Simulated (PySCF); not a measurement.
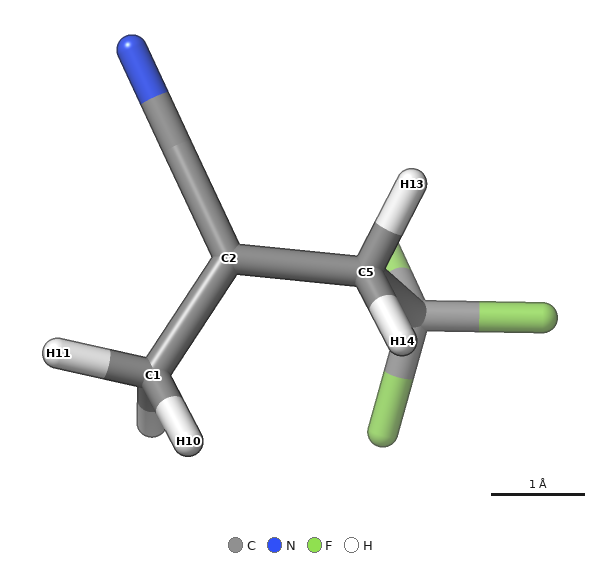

The input geometry (stick view, seen at a tilt; atoms are numbered from 1 in the order of the input). Bond lengths as drawn: C–C 1.36 to 1.53 Å, C–F 1.34 to 1.38 Å, C–H 1.09 to 1.10 Å and C–N 1.17 Å.

# C5H5F3N (charge −1): spin–spin coupling calculation

The run: spin–spin coupling calculation of C5H5F3N, charge −1, SMILES C[C-](C#N)CC(F)(F)F. Method and program: BLYP/aug-cc-pVDZ indirect spin-spin coupling, non-relativistic, gas phase (PySCF 2.14.0).

Some settings of this run were made unusual or wrong on purpose. The geometry comes from this level: GFN2-xTB. Figures and captions count atoms from 1; the log counts them from 0 in places.

The input:
```
{"job": {"kind": "j", "xc": "BLYP", "basis": "aug-cc-pVDZ", "scf": {"max_cycle": 94}}, "charge": -1, "multiplicity": 1}
C     -1.570930    -0.645367    -0.363901
C     -0.717857     0.267375     0.477069
C     -1.072096     1.564910     0.667948
N     -1.420515     2.650158     0.940107
C      0.698028    -0.143859     0.719414
C      1.624113    -0.086020    -0.500275
F      1.693952     1.110686    -1.100324
F      2.928552    -0.388596    -0.178791
F      1.318346    -0.972094    -1.471507
H     -1.512294    -1.678562     0.004285
H     -2.613635    -0.328206    -0.313888
H     -1.289325    -0.672561    -1.430888
H      1.163116     0.509562     1.464032
H      0.769866    -1.187899     1.064552
```

The first line tells a small driver script what to run in PySCF; the rest is the geometry in Å.

Hardware: 1 CPU thread, shared host.

Launched with:
```bash
OMP_NUM_THREADS=1 python <driver script> task.json out
```

Output:
```
final grid: 128704 points
cycle   1  E = -547.5201867059  dE =  1.192e+00  |g| = 1.078e+00  |ddm| = 1.413e+01
cycle   2  E = -545.9045802423  dE =  1.616e+00  |g| = 2.463e+00  |ddm| = 4.006e+02
cycle   3  E = -547.6935387638  dE = -1.789e+00  |g| = 5.633e-01  |ddm| = 4.001e+02
cycle   4  E = -547.7702133108  dE = -7.667e-02  |g| = 1.759e-01  |ddm| = 2.267e+00
cycle   5  E = -547.7616501413  dE =  8.563e-03  |g| = 2.696e-01  |ddm| = 1.543e+00
cycle   6  E = -547.7786694412  dE = -1.702e-02  |g| = 3.610e-02  |ddm| = 9.590e-01
cycle   7  E = -547.7788643184  dE = -1.949e-04  |g| = 1.747e-02  |ddm| = 1.313e-01
cycle   8  E = -547.7789186635  dE = -5.435e-05  |g| = 3.482e-03  |ddm| = 4.138e-02
cycle   9  E = -547.7789210982  dE = -2.435e-06  |g| = 1.240e-03  |ddm| = 1.649e-02
cycle  10  E = -547.7789213718  dE = -2.737e-07  |g| = 3.559e-04  |ddm| = 6.870e-03
cycle  11  E = -547.7789213923  dE = -2.047e-08  |g| = 2.031e-04  |ddm| = 2.210e-03
cycle  12  E = -547.7789213977  dE = -5.416e-09  |g| = 1.363e-04  |ddm| = 8.269e-04
cycle  13  E = -547.7789214022  dE = -4.458e-09  |g| = 9.270e-06  |ddm| = 7.849e-04
cycle  14  E = -547.7789214022  dE = -5.912e-12  |g| = 6.097e-06  |ddm| = 3.902e-05
converged SCF energy = -547.7789214022

Indirect spin-spin couplings (Hz)
  i      j    bonds     total        FC       PSO       DSO        SD
  0 C    6 F    4      0.293     0.219     0.146    -0.052    -0.020
  0 C    8 F    4      1.620     1.988    -0.392     0.194    -0.170
  0 C    9 H    1    136.414   134.609     1.023     0.782         -
  0 C   10 H    1    133.631   131.951     0.933     0.747         -
  0 C   11 H    1    149.175   147.499     0.863     0.813         -
  0 C   12 H    3      6.772     6.938     0.217    -0.384         -
  0 C   13 H    3      1.485     1.461    -0.083     0.106         -
  1 C    6 F    3     -1.821    -0.963    -0.939     0.148    -0.066
  1 C    7 F    3     -2.698    -1.959    -1.638    -0.238     1.137
  1 C    8 F    3     -0.989    -0.225    -0.697     0.105    -0.172
  1 C    9 H    2     -3.470    -3.631     0.139     0.022         -
  1 C   10 H    2     -2.403    -2.494     0.095    -0.004         -
  1 C   11 H    2     -3.857    -4.029     0.178    -0.006         -
  1 C   12 H    2     -4.280    -4.366     0.001     0.086         -
  1 C   13 H    2     -3.378    -3.540     0.077     0.085         -
  2 C    6 F    4      0.550     0.682    -0.334     0.220    -0.018
  2 C    7 F    4     -0.644    -0.564     0.124    -0.165    -0.039
  2 C    8 F    4      0.608     0.564     0.113    -0.098     0.030
  2 C    9 H    3      5.519     5.588     0.252    -0.320         -
  2 C   10 H    3      2.608     2.555    -0.170     0.223         -
  2 C   11 H    3      0.262     0.303     0.034    -0.075         -
  2 C   12 H    3      2.715     2.645    -0.248     0.318         -
  2 C   13 H    3      5.230     5.293     0.227    -0.291         -
  3 N    6 F    5      0.243     0.034     0.179     0.006     0.024
  3 N    7 F    5     -0.678    -0.871     0.177     0.083    -0.067
  3 N    8 F    5      0.203     0.036     0.011     0.089     0.067
  3 N    9 H    4     -0.270    -0.293    -0.130     0.152         -
  3 N   11 H    4     -0.208    -0.260    -0.057     0.110         -
  3 N   13 H    4     -0.333    -0.354    -0.125     0.147         -
  4 C    6 F    2     20.119    22.943    -3.599     0.083     0.693
  4 C    7 F    2     13.325    17.482    -4.615     0.088     0.371
  4 C    8 F    2     16.427    19.396    -3.752     0.090     0.693
  4 C    9 H    3      1.919     1.900    -0.138     0.157         -
  4 C   10 H    3      7.421     7.560     0.205    -0.344         -
  4 C   11 H    3      0.201     0.244    -0.065     0.021         -
  4 C   12 H    1    136.541   134.902     0.448     1.191         -
  4 C   13 H    1    138.117   136.406     0.515     1.196         -
  5 C    6 F    1   -279.959  -253.405   -33.450     1.484     5.412
  5 C    7 F    1   -317.283  -302.131   -24.800     1.443     8.204
  5 C    8 F    1   -302.958  -280.835   -29.763     1.486     6.154
  5 C   10 H    4      0.342     0.392     0.128    -0.178         -
  5 C   11 H    4      1.765     1.723    -0.237     0.280         -
  5 C   12 H    2     -2.324    -2.508    -0.273     0.458         -
  5 C   13 H    2     -2.075    -2.268    -0.281     0.474         -
  6 F    7 F    2     60.501    74.532   -48.666    -0.059    34.694
  6 F    8 F    2     50.358    69.063   -52.139    -0.051    33.485
  6 F   10 H    5     -0.342    -0.084     0.510    -0.730    -0.038
  6 F   11 H    5      0.312     0.110    -0.068     0.377    -0.107
  6 F   12 H    3      0.470     0.427     0.098     0.179    -0.235
  6 F   13 H    3     20.991    22.351     0.392    -1.887     0.135
  7 F    8 F    2     60.493    68.559   -44.514    -0.015    36.464
  7 F    9 H    5     -1.871    -1.494     0.356    -0.680    -0.053
  7 F   10 H    5      3.531     3.920     0.796    -1.193     0.009
  7 F   11 H    5      1.861     2.385     0.411    -0.937     0.002
  7 F   12 H    3     -0.641    -0.068    -0.489     0.493    -0.576
  7 F   13 H    3     -4.011    -3.505    -0.322     0.337    -0.521
  8 F    9 H    5     -0.766    -0.500    -0.813     0.551    -0.004
  8 F   10 H    5      3.694     4.025     0.366    -0.725     0.028
  8 F   11 H    5      6.671     6.968    -2.217     1.782     0.138
  8 F   12 H    3     29.944    31.423     0.320    -1.863     0.064
  8 F   13 H    3     -0.036     0.223    -0.239     0.435    -0.455
  9 H   10 H    2    -12.422   -12.014     1.830    -2.239         -
  9 H   11 H    2    -10.510   -10.210     1.574    -1.874         -
  9 H   13 H    4      0.558     0.072    -1.250     1.737         -
 10 H   11 H    2    -11.138   -10.780     1.684    -2.042         -
 10 H   12 H    4      0.345     0.774     1.110    -1.539         -
 10 H   13 H    4      0.267     0.629     0.839    -1.201         -
 11 H   12 H    4     -0.958    -0.497     1.084    -1.545         -
 11 H   13 H    4      0.542     0.645     0.291    -0.394         -
 12 H   13 H    2    -12.191   -11.904     1.109    -1.396         -
```

What the run reported:

| quantity | value |
| --- | --- |
| outcome | converged |
| total energy | −547.778921 hartree |
| HOMO | 1.16 eV |
| LUMO | 2.38 eV |
| wall time | 62 s |
| peak memory | 0.77 GiB |

Diagnosis:

Some settings of this run were drawn to be unusual or wrong. It converged; results that depend on the unusual settings are not reference values. The highest filled orbital lies above zero: either the extra electron isn't bound at this level, or the self-interaction error of the functional lifts the level.
